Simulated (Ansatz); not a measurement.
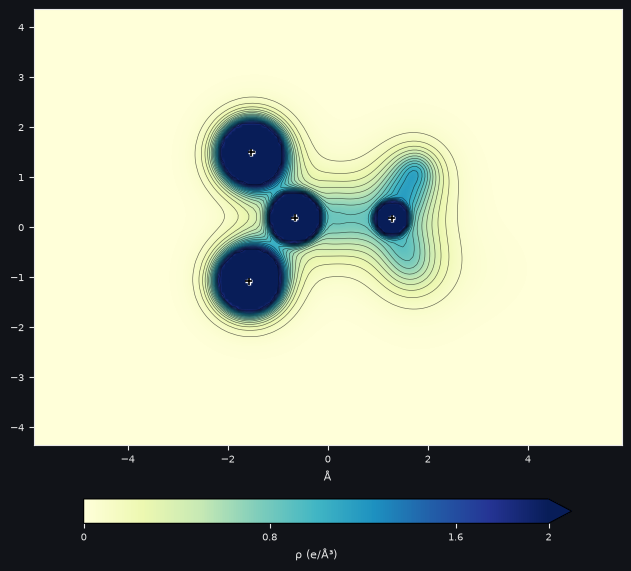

The total electron density on a plane through atoms (crosses mark nuclei in the plane).

Theory: isolated molecule in a Gaussian basis; Kohn-Sham density functional theory, functional PBE0 (Ansatz).

Candidates:
A. BF₂H₄Si₂ (charge +1)
B. CHF₃S
C. FGeHNO (charge +1)

Which candidate gave the map?

Answer. Candidate A: BF₂H₄Si₂ on the plane of atoms F2, Si4 and F3, which holds B, F and Si. Si–F (1.57 Å): ρ is about 1.3 e/Å³ halfway. Si–B (1.94 Å): the density is about 0.82 e/Å³ at the midpoint.
